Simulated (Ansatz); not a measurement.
# WNH8F: nudged elastic band

The run: nudged elastic band of WNH8F, multiplicity 2. Method and program: RKS B3LYP-D4/def2-SVP (Ansatz 0.2.0).

One setting was made poor on purpose. It belongs to a series of runs on one base structure; here: an input spoilt on purpose.

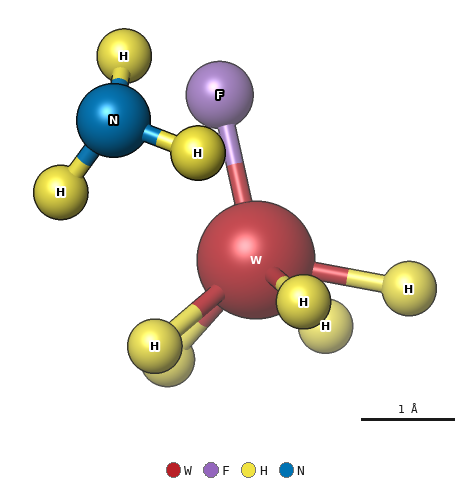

Fig. 1: The starting structure (ball-and-stick view, seen at a tilt). Sticks mark near contacts.

## Outcome

| quantity | value |
| --- | --- |
| outcome | refused by the program |
| hardware | 2 threads of Intel Xeon (Granite Rapids), 32 GiB of memory available, shared host |

## Diagnosis

The program refused the input: “a molecule whose nuclei and cores have a total charge of 38 cannot have a net charge of 0 together with 1 unpaired electrons” A deliberately poor setting: bad input.

## The input
```yaml
crystal:
  periodic: [false, false, false]
  atoms:
    - { symbol: W, position_ang: [-0.119277, -0.106883, 0.090124] }
    - { symbol: F, position_ang: [-0.287711, -0.124798, 1.929309] }
    - { symbol: H, position_ang: [1.410134, 0.107599, -0.587898] }
    - { symbol: H, position_ang: [0.142549, 1.37004, -0.682024] }
    - { symbol: H, position_ang: [-1.451921, 0.5532, -0.701572] }
    - { symbol: H, position_ang: [0.608023, -1.49254, -0.534225] }
    - { symbol: H, position_ang: [-1.163177, -1.21493, -0.63119] }
    - { symbol: "N", position_ang: [1.944671, 2.027699, 1.631089] }
    - { symbol: H, position_ang: [2.483685, 1.343773, 1.104336] }
    - { symbol: H, position_ang: [1.329014, 2.531871, 0.9966] }
    - { symbol: H, position_ang: [1.396211, 1.559768, 2.348453] }
magnetization:
  spin_polarized: true
  initial_magnetization: 1
basis:
  gaussian: { orbitals: def2-SVP }
hamiltonian:
  xc: b3lyp
  dispersion: d4
neb:
  order_check: false
  images: 5
  f_tol: 0.05
  max_iterations: 8
  final_atoms:
    - { symbol: W, position_ang: [0.2704172, 0.23336975, -0.34853967] }
    - { symbol: F, position_ang: [0.15549364, 0.36191848, 2.51683669] }
    - { symbol: H, position_ang: [1.4056471, -0.67865089, 0.47869612] }
    - { symbol: H, position_ang: [-0.68026502, 1.44915719, 0.30145942] }
    - { symbol: H, position_ang: [-1.34763697, -0.15275136, 0.0083181] }
    - { symbol: H, position_ang: [-0.1819505, -1.34207714, 0.10783309] }
    - { symbol: H, position_ang: [0.54650084, 0.36230791, -2.05270936] }
    - { symbol: "N", position_ang: [1.52762518, 1.5375419, 0.52349036] }
    - { symbol: H, position_ang: [2.5017173, 1.33078499, 0.73849635] }
    - { symbol: H, position_ang: [1.32610617, 2.52974335, 0.63697086] }
    - { symbol: H, position_ang: [0.76854606, 0.92345483, 2.05215004] }
  initial_path:
    images:
      - { positions_ang: [[-0.119277, -0.106883, 0.090124], [-0.287711, -0.124798, 1.929309], [1.410134, 0.107599, -0.587898], [0.142549, 1.37004, -0.682024], [-1.451921, 0.5532, -0.701572], [0.608023, -1.49254, -0.534225], [-1.163177, -1.21493, -0.63119], [1.944671, 2.027699, 1.631089], [2.483685, 1.343773, 1.104336], [1.329014, 2.531871, 0.9966], [1.396211, 1.559768, 2.348453]] }
      - { positions_ang: [[-0.08119168, -0.07489061, 0.06722892], [-0.181687, -0.07196643, 2.02644], [1.51167107, 0.06998597, -0.39404666], [0.09128328, 1.4829371, -0.45912815], [-1.54287644, 0.36327614, -0.4513075], [0.40575068, -1.57187433, -0.337412], [-0.7863458, -0.82521231, -0.9867884], [1.81812647, 1.89797206, 1.32521915], [2.46057588, 1.34798816, 1.16340051], [1.35766613, 2.57295898, 0.81559837], [1.2392284, 1.36362426, 2.19379776]] }
      - { positions_ang: [[-0.04310637, -0.04289822, 0.04433385], [-0.075663, -0.01913486, 2.12357099], [1.61320814, 0.03237293, -0.20019532], [0.04001756, 1.59583421, -0.2362323], [-1.63383188, 0.17335228, -0.20104299], [0.20347837, -1.65120865, -0.140599], [-0.40951459, -0.43549461, -1.3423868], [1.69158194, 1.76824511, 1.01934929], [2.43746676, 1.35220331, 1.22246502], [1.38631827, 2.61404697, 0.63459675], [1.0822458, 1.16748053, 2.03914253]] }
      - { positions_ang: [[-0.00502105, -0.01090584, 0.02143877], [0.030361, 0.03369671, 2.22070199], [1.71474522, -0.0052401, -0.00634398], [-0.01124816, 1.70873131, -0.01333646], [-1.72478732, -0.01657157, 0.04922151], [0.00120605, -1.73054298, 0.05621399], [-0.03268339, -0.04577692, -1.69798521], [1.56503741, 1.63851817, 0.71347944], [2.41435765, 1.35641847, 1.28152953], [1.4149704, 2.65513495, 0.45359512], [0.9252632, 0.97133679, 1.88448729]] }
      - { positions_ang: [[0.0867917, 0.07051936, -0.10188738], [0.07207188, 0.14310397, 2.31941356], [1.61171251, -0.22971036, 0.15533606], [-0.23425378, 1.6222066, 0.0915955], [-1.59907054, -0.06196484, 0.03558704], [-0.05984613, -1.60105437, 0.07342036], [0.16037802, 0.09025136, -1.81622659], [1.55256667, 1.60485942, 0.65014974], [2.44347753, 1.34787398, 1.10051847], [1.38534899, 2.61333775, 0.51472037], [0.87302415, 0.95537614, 1.94037488]] }
      - { positions_ang: [[0.17860445, 0.15194455, -0.22521352], [0.11378276, 0.25251122, 2.41812512], [1.5086798, -0.45418063, 0.31701609], [-0.4572594, 1.5356819, 0.19652746], [-1.47335375, -0.1073581, 0.02195257], [-0.12089832, -1.47156575, 0.09062673], [0.35343943, 0.22627963, -1.93446798], [1.54009592, 1.57120066, 0.58682005], [2.47259742, 1.33932948, 0.91950741], [1.35572758, 2.57154055, 0.57584561], [0.82078511, 0.93941549, 1.99626246]] }
      - { positions_ang: [[0.2704172, 0.23336975, -0.34853967], [0.15549364, 0.36191848, 2.51683669], [1.4056471, -0.67865089, 0.47869612], [-0.68026502, 1.44915719, 0.30145942], [-1.34763697, -0.15275136, 0.0083181], [-0.1819505, -1.34207714, 0.10783309], [0.54650084, 0.36230791, -2.05270936], [1.52762518, 1.5375419, 0.52349036], [2.5017173, 1.33078499, 0.73849635], [1.32610617, 2.52974335, 0.63697086], [0.76854606, 0.92345483, 2.05215004]] }
```

Launched with:
```bash
ansatz run input.yaml --threads 2 --pin off --max-ram 3072MiB --backend cpu --events-out ev --progress --plain --runs-dir out
```

## What the program printed
```
Error: a molecule whose nuclei and cores have a total charge of 38 cannot have a net charge of 0 together with 1 unpaired electrons
```
